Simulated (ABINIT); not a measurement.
Band structure of BN (P6_3mc, 4 atoms in the cell).

```
BN
1.0
    2.51640     0.00000     0.00000
   -1.25820     2.17926     0.00000
    0.00000     0.00000     4.16472
B N
2 2
Direct
  0.66667   0.33333   0.99972
  0.33333   0.66667   0.49972
  0.66667   0.33333   0.62528
  0.33333   0.66667   0.12528
```

Method of the run: PBE, norm-conserving pseudopotentials (PseudoDojo nc-sr-05 PBE standard) (plane waves; ABINIT 10.0.3).

Settings: pseudos = [B.upf, N.upf]; ecut = 42 Ha; occopt = 1; ngkpt = 10 10 6; nshiftk = 1; shiftk = 0 0 0; potentials = PseudoDojo nc-sr-05 PBE standard; kptopt = 1; nstep = 50; tolvrs1 = 1e-12; diemac = 6; ndtset = 2; getden2 = 1.

The starting cell comes from a database of computed structures (which also holds hypothetical and non-ambient phases and stackings), without a prior relaxation at this level. Its lattice was rescaled by a random factor within 2.5 % of one.

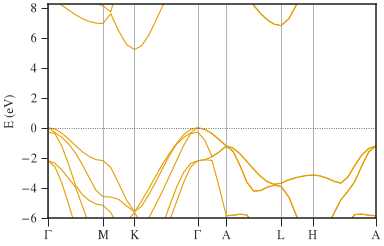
Fig. 1. Bands along the path, energies from the top of the valence band on the SCF mesh.

**Question.** Read off roughly the gap and where its edges lie.

**Answer.** The gap along the path is about 5.2 eV (computed: 5.21 eV), from Γ to K; the smallest direct gap on it is 8.52 eV.

Levels in eV from the top of the valence band on the SCF mesh, bands 5 to 11:
| point | 5 | 6 | 7 | 8 | 9 | 10 | 11 |
|---|---|---|---|---|---|---|---|
| Γ | -2.20 | -0.29 | 0.00 | 0.00 | 8.58 | 8.58 | 8.84 |
| M | -7.11 | -5.16 | -4.58 | -2.19 | 6.94 | 8.13 | 10.87 |
| K | -7.35 | -5.64 | -5.59 | -5.59 | 5.21 | 13.91 | 13.91 |
| A | -1.22 | -1.22 | -1.22 | -1.22 | 9.89 | 9.89 | 10.19 |
| L | -3.90 | -3.90 | -3.69 | -3.69 | 6.80 | 6.80 | 10.37 |
| H | -8.02 | -8.02 | -3.15 | -3.15 | 9.67 | 9.67 | 10.38 |
